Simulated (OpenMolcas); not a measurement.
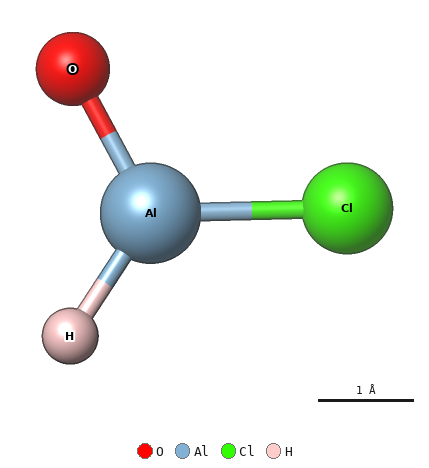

*The input geometry (ball-and-stick view, seen on its broad side). Sticks mark near contacts.*

## Energy and gradient calculation of AlHClO (part 1 of 3)

The run: energy and gradient calculation of AlHClO, multiplicity 2, SMILES [O][AlH][Cl]. Method and program: HF/STO-3G, UHF (OpenMolcas 26.06).

The geometry comes from this level: PBE0-D4/def2-TZVP.

Input
```
>>> EXPORT MOLCAS_PRINT=2

&gateway
 baslib
 $CurrDir
 coord
 input.xyz
 basis
 STO-3G
 group
 NoSym

&seward

&scf
 uhf
 spin
 2
 thresholds
 1e-10 1e-07 1e-07 1e-05
 prorbitals
 1

&alaska
```

File input.xyz
```
4

O      0.290600    -1.035900     1.350600
Al     0.118400     0.049000     0.015600
Cl    -1.573200    -0.210600    -1.168800
H      1.219700     1.137300    -0.217800
```

Run on 1 thread of Arm Neoverse V2, 24 GiB of memory available, shared host.

Launch command:
```bash
export MOLCAS_MEM=1860
pymolcas mol.inp > mol.log
```

The program's output
```
--- Start Module: gateway ---

                                              &GATEWAY

                       available to each process: 1.9 GB of memory, 1 thread

 Basis Set     1 Label: O.STO-3G
 Basis set is read from library:.
 basistype.tbl is not found

 Basis Set     2 Label: AL.STO-3G
 Basis set is read from library:.
 basistype.tbl is not found

 Basis Set     3 Label: CL.STO-3G
 Basis set is read from library:.
 basistype.tbl is not found

 Basis Set     4 Label: H.STO-3G
 Basis set is read from library:.
 basistype.tbl is not found

++    Symmetry information:
      ---------------------

                    Character Table for C1

                             E
                    a        1  x, y, xy, Rz, z, xz, Ry, yz, Rx, I
--

++    Basis set information:
      ----------------------

      Basis set label: O.STO-3G.........

      Electronic valence basis set:
      ------------------
      Associated Effective Charge   8.000000 au
      Associated Actual Charge      8.000000 au
      Nuclear Model: Point charge

      Shell  nPrim  nBasis  Cartesian Spherical Contaminant
         s       6       2        X
         p       3       1        X

      Basis set label: AL.STO-3G.........

      Electronic valence basis set:
      ------------------
      Associated Effective Charge  13.000000 au
      Associated Actual Charge     13.000000 au
      Nuclear Model: Point charge

      Shell  nPrim  nBasis  Cartesian Spherical Contaminant
         s       9       3        X
         p       6       2        X

      Basis set label: CL.STO-3G.........

      Electronic valence basis set:
      ------------------
      Associated Effective Charge  17.000000 au
      Associated Actual Charge     17.000000 au
      Nuclear Model: Point charge

      Shell  nPrim  nBasis  Cartesian Spherical Contaminant
         s       9       3        X
         p       6       2        X

      Basis set label: H.STO-3G.........

      Electronic valence basis set:
      ------------------
      Associated Effective Charge   1.000000 au
      Associated Actual Charge      1.000000 au
      Nuclear Model: Point charge

      Shell  nPrim  nBasis  Cartesian Spherical Contaminant
         s       3       1        X
--

++    Molecular structure info:
      -------------------------

                    ************************************************
                    **** Cartesian Coordinates / bohr, angstrom ****
                    ************************************************

     Center  Label                x              y              z                     x              y              z
        1      O1               0.549154      -1.957567       2.552264              0.290600      -1.035900       1.350600
        2      AL2              0.223744       0.092597       0.029480              0.118400       0.049000       0.015600
        3      CL3             -2.972917      -0.397976      -2.208712             -1.573200      -0.210600      -1.168800
        4      H4               2.304899       2.149186      -0.411582              1.219700       1.137300      -0.217800

                    ***************************************
                    *    InterNuclear Distances / bohr    *
                    ***************************************

               1 O1            2 AL2           3 CL3           4 H4
    1 O1       0.000000
    2 AL2      3.267033        0.000000
    3 CL3      6.124068        3.933040        0.000000
    4 H4       5.360265        2.958936        6.129686        0.000000

                    *******************************************
                    *    InterNuclear Distances / angstrom    *
                    *******************************************

               1 O1            2 AL2           3 CL3           4 H4
    1 O1       0.000000
    2 AL2      1.728839        0.000000
    3 CL3      3.240717        2.081275        0.000000
    4 H4       2.836530        1.565801        3.243690        0.000000
--

            Nuclear Potential Energy            118.89058121 au

--- Stop Module: gateway /rc=_RC_ALL_IS_WELL_ ---

--- Start Module: seward ---

                                              &SEWARD

                       available to each process: 1.9 GB of memory, 1 thread

               SEWARD will generate:
                  Multipole Moment integrals up to order  2
                  Kinetic Energy integrals
                  Nuclear Attraction integrals (point charge)
                  One-Electron Hamiltonian integrals
                  Velocity integrals
                  Orbital angular momentum around ( -1.0996  -0.5138  -0.4564 )
                  Velocity quadrupole around ( -1.0996  -0.5138  -0.4564 )
                  Two-Electron Repulsion integrals

                   Integrals are discarded if absolute value <: 1.00E-14
                   Integral cutoff threshold is set to       <: 1.00E-16

            Nuclear Potential Energy            118.89058121 au

      Basis set specifications :
      Symmetry species         a
      Basis functions           24

--- Stop Module: seward /rc=_RC_ALL_IS_WELL_ ---

--- Start Module: scf ---

                                                &SCF

                       available to each process: 1.9 GB of memory, 1 thread

++    Input section:
      --------------

      Header of the integral files:

      Cartesian coordinates in angstrom:
      -----------------------------------------------------
      No.  Label        X            Y            Z
      -----------------------------------------------------
       1   O1         0.29060000  -1.03590000   1.35060000
       2   AL2        0.11840000   0.04900000   0.01560000
       3   CL3       -1.57320000  -0.21060000  -1.16880000
       4   H4         1.21970000   1.13730000  -0.21780000
      -----------------------------------------------------
      Nuclear repulsion energy =  118.89058121
--

++    Orbital specifications:
      -----------------------

      Symmetry species               1
                                     a
      Frozen orbitals                0
      Occupied orbitals alpha       20
      Occupied orbitals beta        19
      Secondary orbitals alpha       4
      Secondary orbitals beta        5
      Deleted orbitals               0
      Total number of orbitals      24
      Number of basis functions     24
--

      Molecular charge                           0.000

++    Optimization specifications:
      ----------------------------

      SCF Algorithm: Conventional USCF
      D(i)-D(i-1) density differences are used
      Number of density matrices in core                 5
      Maximum number of NDDO SCF iterations            400
      Maximum number of HF SCF iterations              400
      Threshold for SCF energy change             1.00E-10
      Threshold for density matrix                1.00E-07
      Threshold for Fock matrix                   1.00E-07
      Threshold for linear dependence             1.00E-09
      Threshold at which DIIS is turned on        1.50E-01
      Maximum depth in the DIIS procedure                5
      Maximum depth in the BFGS Hessian update          30
      Threshold at which QNR/C2DIIS is turned on  7.50E-02
      Threshold for Norm(delta) (QNR/C2DIIS)      1.00E-05
      All orbitals punched on: UHFORB
--

      Input vectors read from INPORB
      Orbital file label: *Guess orbitals

++ Convergence information
                               UHF SCF        iterations: Energy and convergence statistics

Iter     Tot. SCF        One-elec.       Two-elec.     Energy      Max Dij or  Max Fij      DNorm      TNorm      AccCon     Time
         Energy          Energy          Energy        Change      Delta Norm                                                in Sec.
   1  -767.143337654 -1304.405887698   418.371968833   0.00E+00    8.89E-01*   2.02E-01*    9.68E+00   1.09E+02   None         0.
   2  -764.407257600 -1307.470341368   424.172502556   2.74E+00*   3.81E-01*   1.57E-01*    7.12E+00   1.11E+02   EDIIS        0.
   3  -767.934805062 -1306.640651383   419.815265110  -3.53E+00*   4.54E-01*   2.04E-01*    3.00E+00   1.10E+02   EDIIS        0.
   4  -768.099814394 -1306.268251309   419.277855703  -1.65E-01*   1.02E-01*   3.93E-02*    1.79E+00   1.10E+02   EDIIS        0.
   5  -768.112469980 -1306.324702837   419.321651646  -1.27E-02*   3.95E-02*   1.38E-02*    4.36E-01   1.10E+02   c2DIIS       0.
   6  -768.113725604 -1306.269471403   419.265164588  -1.26E-03*   3.54E-02*   5.15E-03*    1.16E-01   1.10E+02   QNRc2DIIS    0.
   7  -768.114131168 -1306.269458897   419.264746518  -4.06E-04*   9.01E-02*   4.32E-03*    5.82E-02   1.10E+02   QNRc2DIIS    0.
   8  -768.114614372 -1306.256166288   419.250970705  -4.83E-04*   2.73E-02*   2.36E-03*    1.38E-01   1.10E+02   QNRc2DIIS    0.
   9  -768.114706526 -1306.254728548   419.249440811  -9.22E-05*   5.25E-02*   2.28E-03*    3.83E-02   1.10E+02   QNRc2DIIS    0.
  10  -768.114827078 -1306.250868799   419.245460510  -1.21E-04*   5.33E-03*   4.06E-04*    7.71E-02   1.10E+02   QNRc2DIIS    0.
  11  -768.114830806 -1306.250001433   419.244589416  -3.73E-06*   5.16E-03*   2.92E-04*    8.65E-03   1.10E+02   QNRc2DIIS    0.
  12  -768.114832995 -1306.249869433   419.244455227  -2.19E-06*   9.63E-04*   7.18E-05*    1.00E-02   1.10E+02   QNRc2DIIS    0.
  13  -768.114833087 -1306.250087049   419.244672751  -9.16E-08*   1.38E-04*   1.98E-05*    1.77E-03   1.10E+02   QNRc2DIIS    0.
  14  -768.114833091 -1306.250092920   419.244678618  -3.72E-09*   1.05E-04*   9.32E-06*    2.34E-04   1.10E+02   QNRc2DIIS    0.
  15  -768.114833092 -1306.250081100   419.244666797  -1.13E-09*   1.60E-05*   2.08E-06*    1.78E-04   1.10E+02   QNRc2DIIS    0.
  16  -768.114833092 -1306.250080649   419.244666346  -6.12E-11    3.04E-05*   1.46E-06*    2.79E-05   1.10E+02   QNRc2DIIS    0.
  17  -768.114833092 -1306.250080918   419.244666615  -7.16E-11    2.40E-06    3.28E-07*    5.34E-05   1.10E+02   QNRc2DIIS    0.
  18  -768.114833092 -1306.250081376   419.244667073  -1.36E-12    2.56E-06    1.66E-07*    4.03E-06   1.10E+02   QNRc2DIIS    0.
  19  -768.114833092 -1306.250081355   419.244667052  -4.55E-13    1.75E-07    2.41E-08     4.35E-06   1.10E+02   QNRc2DIIS    0.

       Convergence after  19 Iterations
--

 *****************************************************************************************************************************
 *                                             SCF/KS-DFT Program, Final results                                             *
 *                                                       Final Results                                                       *
 *****************************************************************************************************************************

::    Total SCF energy                               -768.1148330919
      One-electron energy                           -1306.2500813548
      Two-electron energy                             419.2446670517
      Nuclear repulsion energy                        118.8905812112
      Kinetic energy (interpolated)                   756.6187911190
      Virial theorem                                    1.0151939684
      Total spin, S(S+1)                                0.7567987980
      Total spin, S                                     0.5033936406
      Max non-diagonal density matrix element           0.0000000579
      Max non-diagonal Fock matrix element              0.0000000083

      All orbitals with orbital energies smaller than  E(LUMO)+0.5 are printed

++    Molecular orbitals:
      -------------------

      Title: UHF orbitals (alpha)

      Molecular orbitals for symmetry species 1: a

          Orbital            1         2         3         4         5         6         7         8         9        10
          Energy         -103.5961  -57.8851  -20.1979  -10.2934   -7.7366   -7.7323   -7.7320   -4.8089   -3.0379   -3.0369
          Occ. No.          1.0000    1.0000    1.0000    1.0000    1.0000    1.0000    1.0000    1.0000    1.0000    1.0000

        1 O1     1s         0.0000   -0.0001    0.9943   -0.0000   -0.0001   -0.0000    0.0002    0.0003   -0.0006    0.0000
        2 O1     1s        -0.0000    0.0007    0.0242    0.0003    0.0003    0.0000   -0.0011   -0.0061   -0.0070    0.0000
        3 O1     2px        0.0000   -0.0000   -0.0003   -0.0006   -0.0007   -0.0001    0.0001    0.0003   -0.0034   -0.0021
        4 O1     2py        0.0000    0.0003    0.0017   -0.0002   -0.0002    0.0002   -0.0004   -0.0007   -0.0018    0.0026
        5 O1     2pz        0.0000   -0.0003   -0.0022   -0.0003   -0.0004    0.0002    0.0006    0.0010   -0.0010    0.0024
        6 AL2    1s         0.0000    0.9939   -0.0002   -0.0003   -0.0003   -0.0000    0.0000   -0.3297   -0.0023    0.0000
        7 AL2    1s        -0.0001    0.0199    0.0006    0.0010    0.0008    0.0000   -0.0000    1.0304    0.0076   -0.0000
        8 AL2    1s         0.0003   -0.0042   -0.0037   -0.0070   -0.0091   -0.0000    0.0000    0.0575   -0.0025   -0.0000
        9 AL2    2px        0.0001   -0.0001    0.0001   -0.0013   -0.0014   -0.0003    0.0003   -0.0057    0.7204    0.4887
       10 AL2    2px       -0.0003    0.0001   -0.0004    0.0070    0.0087    0.0016   -0.0012   -0.0018    0.0817    0.0483
       11 AL2    2py        0.0000   -0.0000   -0.0006   -0.0002   -0.0003    0.0004    0.0006   -0.0021   -0.0132   -0.6153
       12 AL2    2py       -0.0001    0.0000    0.0031    0.0012    0.0015   -0.0020   -0.0031   -0.0004    0.0002   -0.0608
       13 AL2    2pz        0.0000   -0.0000    0.0007   -0.0009   -0.0010    0.0004   -0.0005   -0.0027    0.6396   -0.5631
       14 AL2    2pz       -0.0002    0.0000   -0.0038    0.0047    0.0059   -0.0018    0.0023   -0.0011    0.0707   -0.0556
       15 CL3    1s         0.9945    0.0000    0.0000   -0.3770    0.0043   -0.0000   -0.0000   -0.0002    0.0002    0.0000
       16 CL3    1s         0.0158   -0.0001   -0.0000    1.0534   -0.0121    0.0000    0.0000    0.0004    0.0004    0.0000
       17 CL3    1s        -0.0018    0.0007    0.0001    0.0453    0.0059    0.0000   -0.0000   -0.0075    0.0177    0.0000
       18 CL3    2px        0.0001   -0.0001    0.0000    0.0076    0.8043   -0.5004    0.2844    0.0006   -0.0008    0.0005
       19 CL3    2px       -0.0002    0.0005   -0.0000    0.0045    0.0378   -0.0203    0.0115   -0.0045    0.0100   -0.0028
       20 CL3    2py        0.0000   -0.0000    0.0001    0.0012    0.1254    0.6301    0.7531    0.0001   -0.0003   -0.0007
       21 CL3    2py       -0.0000    0.0001   -0.0003    0.0007    0.0059    0.0255    0.0305   -0.0007    0.0023    0.0035
       22 CL3    2pz        0.0001   -0.0001   -0.0001    0.0053    0.5610    0.5766   -0.5761    0.0004   -0.0004   -0.0006
       23 CL3    2pz       -0.0001    0.0004    0.0003    0.0032    0.0264    0.0234   -0.0234   -0.0032    0.0062    0.0032
       24 H4     1s         0.0000    0.0009   -0.0000   -0.0002   -0.0002    0.0000    0.0011   -0.0076   -0.0086   -0.0000

          Orbital           11        12        13        14        15        16        17        18        19        20
          Energy           -3.0362   -1.2334   -0.9744   -0.5249   -0.5024   -0.4167   -0.4069   -0.3973   -0.3744   -0.3620
          Occ. No.          1.0000    1.0000    1.0000    1.0000    1.0000    1.0000    1.0000    1.0000    1.0000    1.0000

        1 O1     1s         0.0007   -0.2555    0.0127    0.0451   -0.0155   -0.0372    0.0000   -0.0094   -0.0000    0.0107
        2 O1     1s         0.0101    0.9763   -0.0536   -0.2215    0.0772    0.1930   -0.0000    0.0475    0.0000   -0.0535
        3 O1     2px       -0.0025   -0.0099   -0.0081    0.1996    0.7722   -0.0141   -0.4413    0.2922   -0.2114   -0.0020
        4 O1     2py       -0.0009    0.0563    0.0018    0.3583    0.3212   -0.4265    0.5556    0.0364    0.2661    0.2341
        5 O1     2pz       -0.0011   -0.0701   -0.0091   -0.2183    0.3192    0.4539    0.5084    0.2138    0.2435   -0.2575
        6 AL2    1s        -0.0011    0.0166    0.0157    0.0623   -0.0192    0.0016   -0.0000   -0.0051    0.0000   -0.0039
        7 AL2    1s         0.0039   -0.0625   -0.0617   -0.2368    0.0725   -0.0085    0.0000    0.0199   -0.0000    0.0166
        8 AL2    1s         0.0005    0.0900    0.0811    0.5231   -0.1664    0.0030   -0.0000   -0.0459    0.0000   -0.0261
        9 AL2    2px        0.4147   -0.0053    0.0443   -0.0439   -0.0700   -0.0162    0.0479    0.1233   -0.0089    0.0372
       10 AL2    2px        0.0471    0.0039   -0.0345    0.0802    0.1427    0.0325   -0.1045   -0.2179    0.0170   -0.0660
       11 AL2    2py        0.7436    0.0428    0.0044   -0.0303   -0.0390   -0.1209   -0.0603    0.0486    0.0112    0.0556
       12 AL2    2py        0.0815   -0.0371   -0.0024    0.0580    0.0792    0.2273    0.1315   -0.0894   -0.0214   -0.0958
       13 AL2    2pz       -0.4527   -0.0514    0.0336   -0.0050   -0.0181    0.1180   -0.0552    0.0539    0.0102   -0.0286
       14 AL2    2pz       -0.0482    0.0439   -0.0274    0.0062    0.0373   -0.2202    0.1204   -0.0915   -0.0196    0.0474
       15 CL3    1s         0.0001    0.0018    0.0858   -0.0154    0.0115   -0.0042    0.0000   -0.0116    0.0000   -0.0007
       16 CL3    1s         0.0000   -0.0063   -0.2827    0.0483   -0.0353    0.0132   -0.0000    0.0360   -0.0000    0.0020
       17 CL3    1s         0.0036    0.0168    0.9779   -0.2132    0.1690   -0.0606    0.0000   -0.1666    0.0000   -0.0110
       18 CL3    2px        0.0002   -0.0017   -0.0315   -0.0739    0.0554   -0.0840    0.0535   -0.1459   -0.1273   -0.0826
       19 CL3    2px        0.0003    0.0043    0.1066    0.2555   -0.1884    0.3035   -0.1961    0.5247    0.4707    0.3051
       20 CL3    2py        0.0009    0.0001   -0.0049   -0.0181   -0.0033   -0.1041   -0.0674    0.0176    0.1603   -0.1826
       21 CL3    2py       -0.0044    0.0002    0.0166    0.0632    0.0138    0.3797    0.2469   -0.0665   -0.5926    0.6773
       22 CL3    2pz       -0.0008   -0.0016   -0.0220   -0.0444    0.0518    0.0408   -0.0617   -0.1459    0.1467    0.1278
       23 CL3    2pz        0.0050    0.0036    0.0744    0.1526   -0.1786   -0.1515    0.2260    0.5280   -0.5423   -0.4753
       24 H4     1s        -0.0183    0.0030    0.0097    0.3701   -0.0147    0.2998   -0.0000   -0.3603    0.0000   -0.3270

          Orbital           21        22        23        24
          Energy            0.3021    0.3361    0.5842    0.6548
          Occ. No.          0.0000    0.0000    0.0000    0.0000
```
